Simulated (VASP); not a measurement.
Band structure of CdS (wurtzite). Method: PBEsol GGA with spin-orbit coupling, VASP's PBE PAW potentials (set 64) (plane waves; VASP).

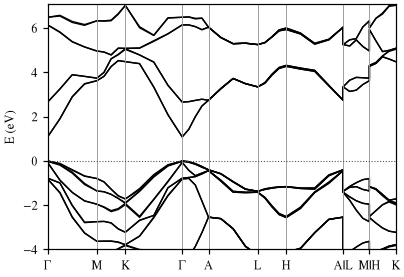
Figure: Bands along high-symmetry lines, zero at the valence-band maximum or, without a gap, the Fermi level

Task: Read the plot: is there a gap, and where are the band edges?

Result: The gap is direct, 1.08 eV, from the valence maximum at Γ to the conduction minimum at Γ.

Measured: gap 2.64 eV at 0 K (computed value off by -1.56 eV), as given by X. Ren et al., All-electron periodic G0W0 implementation with numerical atomic orbital basis functions: algorithm and benchmarks (2021), arXiv:2011.01400 [zero-point renormalisation of 0.068 eV removed from the gap extrapolated to 0 K (as printed)].

The compound is CdS in the wurtzite structure. It was relaxed first.
